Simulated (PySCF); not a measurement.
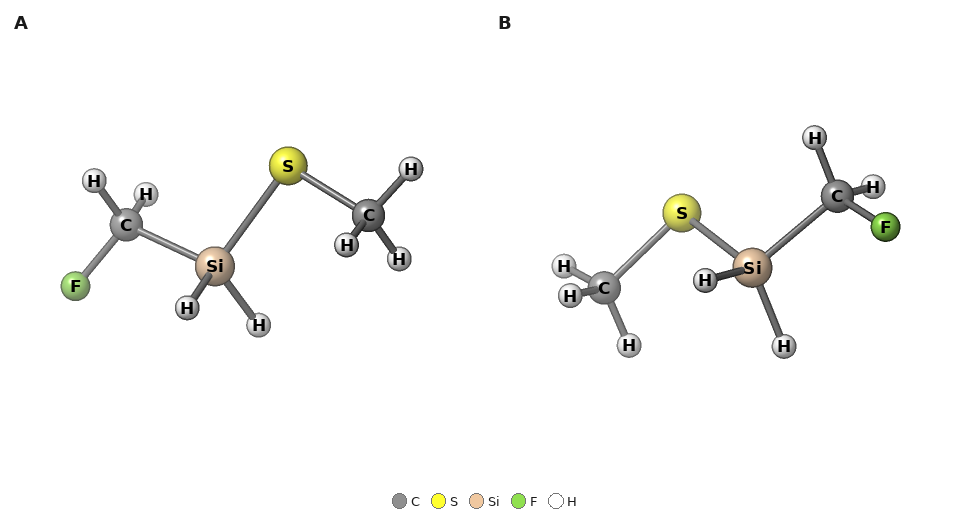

Atoms fade into the background with distance from the viewer. Computed geometry: PBE0-D3(BJ)/def2-SVP optimisation. No frequency run is at hand to confirm it as a minimum.

Can A be turned into B by a rotation alone?

Answer. Yes. They are the same structure, C2H7FSSi (CS[SiH2]CF), seen from two directions. With point group Cs it is achiral, so its mirror image would be the same too.
